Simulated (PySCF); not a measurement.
## Electronic structure of C₅H₈BFO in real space

```xyz
16

C    -2.5210    0.2348   -0.6544
O    -1.4497    0.8198    0.0491
C    -0.6343   -0.1198    0.6702
C     0.4141   -0.8834   -0.0924
C     1.1680    0.3314   -0.6061
B     2.6484    0.1725   -1.0548
F     3.0857    0.8746   -2.0807
C     0.8156    0.1649    0.8620
H    -3.1070    1.0551   -1.0630
H    -2.1598   -0.4030   -1.4690
H    -3.1499   -0.3660    0.0134
H    -1.1544   -0.6646    1.4635
H     0.6196   -1.9266   -0.1990
H     0.5619    1.0567   -1.1430
H     3.4258   -0.5462   -0.5439
H     1.4295    0.2089    1.7347
```

Geometry: GFN2-xTB.

Level of theory: PySCF, PBE0/pcSseg-1, SCF density, gas phase, non-relativistic.

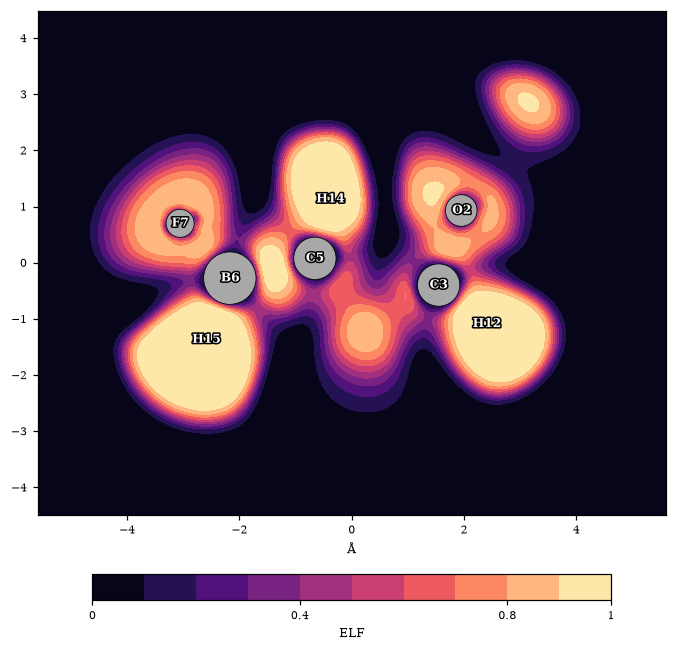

Figure 1. ELF on the plane of atoms C5, B6 and F7. Grey discs cover the atomic cores.

Q: Describe what can be read from this map.

A: Atoms in the plane: O, C, B, F and H.
B–F (1.32 Å): the ELF peaks at about 0.85 between the atoms: a polar covalent bond.
C–O (1.39 Å): the ELF peaks at about 0.90 between the atoms; a polar covalent bond.
C–B (1.55 Å): the ELF peaks at about 1 between the atoms: localised, covalent bonding.
C–H (1.09 Å): the ELF climbs to about 1 towards the hydrogen, as it does in any bond to H: a covalent bond by its length.
B–H (1.18 Å): the ELF climbs to about 1 towards the hydrogen (a covalent bond by its length).
The ELF also peaks beside F7, away from the bonds: lone-pair regions.

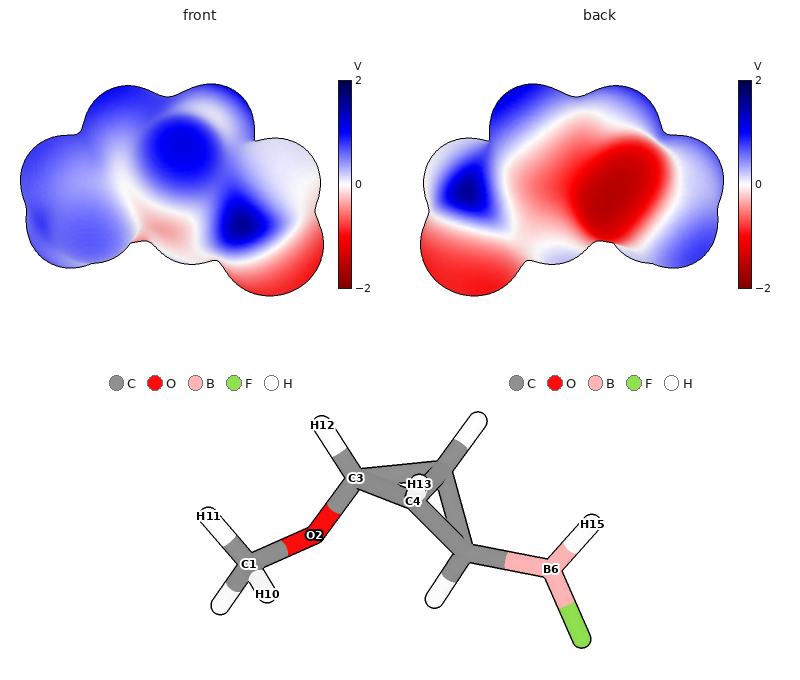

Figure 2. The molecular electrostatic potential painted on the density surface at 0.002 e/bohr³, seen from the front and from behind; red is negative and blue positive. The bare structure is drawn below in the same view.

Q: Where is the surface potential most negative and most positive?

A: The most negative region (about −1.6 V) lies over O2, the most positive (about +1.5 V) over B6. O2 is the likeliest acceptor of a hydrogen bond.

Q: How polar is the molecule by this calculation?

A: Its dipole moment is 2.55 D.

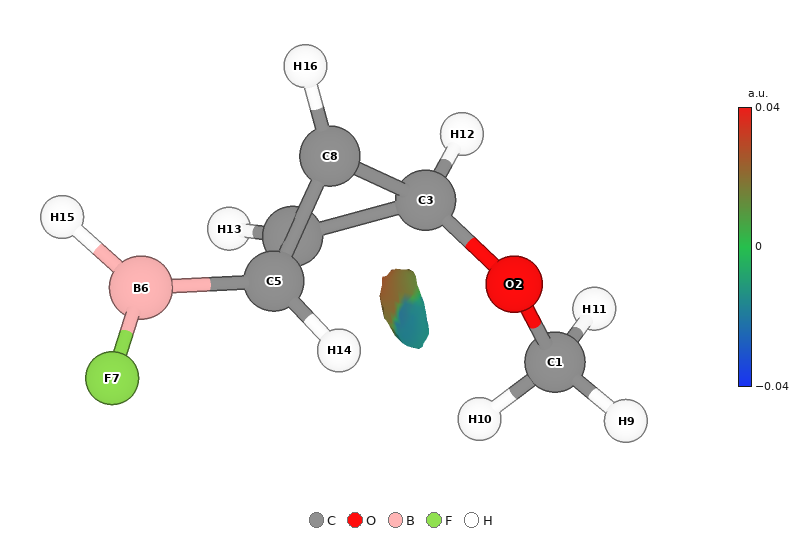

Figure 3. Non-covalent interaction (NCI) plot: the surface where the reduced density gradient is 0.5, for densities under 0.05 a.u., coloured by sign(λ₂)ρ; seen at an oblique angle.

Q: Which non-covalent interactions does the plot reveal?

A: Between H14 and C5 on one side and O2 and C3 on the other: a weak contact, attractive (blue-green) on one side and crowded (olive to red) on the other.
